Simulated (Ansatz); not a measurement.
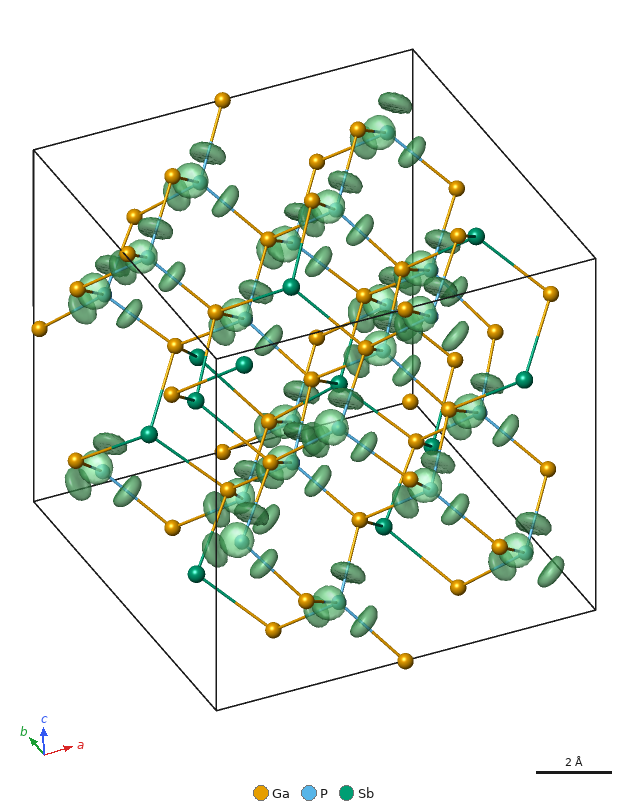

Figure. Ga₃₂Sb₁₁P₂₁. Isosurface of the electron localisation function at 0.85 (green), seen at an oblique angle. Only the valence region is drawn (cores and ρ < 0.01 e/Å³ removed). Sticks mark near contacts.

Space group P1; a generated structure, not necessarily the stable one.

Method: Ansatz 0.2.0, DFT PBEsol, scalar-relativistic, plane waves, PAW.

> What do the ELF domains correspond to?

The ELF exceeds this value in 84 lobes of the valence shell of P pointing towards Ga (polar bonds), counted in one cell of 64 atoms. Any copies at cell faces, edges or corners count once.

Values along the shortest contacts:
Ga–P (2.31 Å): the ELF peaks at about 0.90 in the valence shell of P, 0.8 Å from its nucleus, and is about 0.75 at the midpoint. Ga–Sb (2.54 Å): the ELF peaks at about 0.70 between the atoms.
